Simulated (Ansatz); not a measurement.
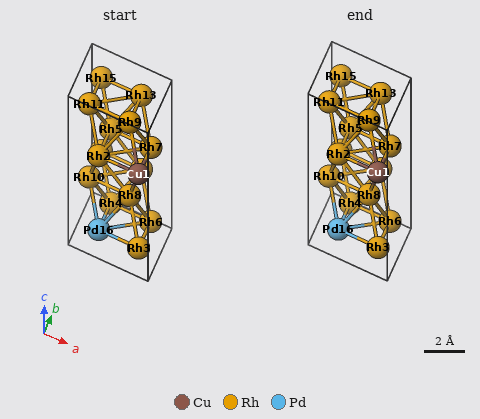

The structure of solid CuPdRh14 (a generated structure, set up in P1) (coarse preliminary run) before (left) and after (right) a relaxation, at one scale.

The picture is a ball-and-stick view of the cell of the calculation, seen from a free direction.

Case: elements placed on the hcp lattice with like neighbours, relaxed further on a centred mesh.

The calculation used DFT PBE, scalar-relativistic, plane waves, PAW in Ansatz.

Input
```yaml
crystal:
  lattice:
    - [2.7455850215, -4.7556981225, 0.0002742051]
    - [2.7496481853, 4.7580439913, -0.0007432172]
    - [-0.0007504193, -0.0009398545, 8.6327437741]
  atoms:
    - { symbol: Cu, position: [0.8317672424, 0.1633860387, 0.6247629724] }
    - { symbol: Rh, position: [0.3313106617, 0.1619500227, 0.6245405649] }
    - { symbol: Rh, position: [0.832921286, 0.1650394138, 0.1245991188] }
    - { symbol: Rh, position: [0.333087948, 0.6653888257, 0.1246817112] }
    - { symbol: Rh, position: [0.3316594356, 0.666337222, 0.6246362178] }
    - { symbol: Rh, position: [0.833028873, 0.6655488805, 0.1246716243] }
    - { symbol: Rh, position: [0.8351452086, 0.666261691, 0.6246611724] }
    - { symbol: Rh, position: [0.6696808098, 0.3348930587, 0.3779817723] }
    - { symbol: Rh, position: [0.6696667283, 0.3352271556, 0.8712446114] }
    - { symbol: Rh, position: [0.1657565378, 0.3348014651, 0.3781261157] }
    - { symbol: Rh, position: [0.165847366, 0.3351932456, 0.8714512904] }
    - { symbol: Rh, position: [0.6675374623, 0.8342961461, 0.3748122814] }
    - { symbol: Rh, position: [0.6673438021, 0.8342881373, 0.8744345924] }
    - { symbol: Rh, position: [0.1663876541, 0.8321341745, 0.3778684807] }
    - { symbol: Rh, position: [0.1662753933, 0.8322513359, 0.8711546011] }
    - { symbol: Pd, position: [0.3332595578, 0.1657657118, 0.1246083198] }
  symmetry: { detect: false }
basis:
  ecutwfc: 420
kpoints:
  mp_grid: { grid: [4, 4, 3] }
hamiltonian:
  xc: pbe
scf:
  occupations: { method: gaussian, width: 0.1 }
  lower_state_search: "off"
output:
  forces: true
  stress: true
  eigenvalues: true
relax:
  adjacent_minimum: "off"
  f_tol: 0.04
  max_steps: 25
  cell: { stress_tol: 0.3 }
```

Run as
```bash
ansatz run input.yaml --threads 4 --pin off --max-ram 9216MiB --backend cpu --events-out ev --progress --plain --runs-dir out
```

Q: What changed between the two?

A: The largest move relative to the cell is that of Rh2, 0.009 Å along [1 2 0]. By element the largest moves are Rh 0.009 Å, Pd 0.005 Å, Cu 0.003 Å. Cell: a 5.491 → 5.444 Å (−0.9 %), b 5.495 → 5.447 Å (−0.9 %), c 8.633 → 8.773 Å (+1.6 %). Volume −0.2 %. Among the contacts that change: Rh5–Rh7 2.765 → 2.730 Å, Rh4–Rh6 2.746 → 2.712 Å, Rh2–Rh14 2.645 → 2.675 Å, Rh11–Rh15 2.765 → 2.738 Å. The space group stays Amm2 (No. 38). After 3 accepted moves (4 points after the start) the energy has fallen by 3.8 meV per atom. The largest force component goes from 0.13 to 0.0029 eV/Å. The pressure goes from −0.03 to 0.00 GPa. The SCF was repeated once at an unchanged geometry on a basis and grid sized afresh for the cell, which shifted the energy by less than 0.05 meV per atom at most.
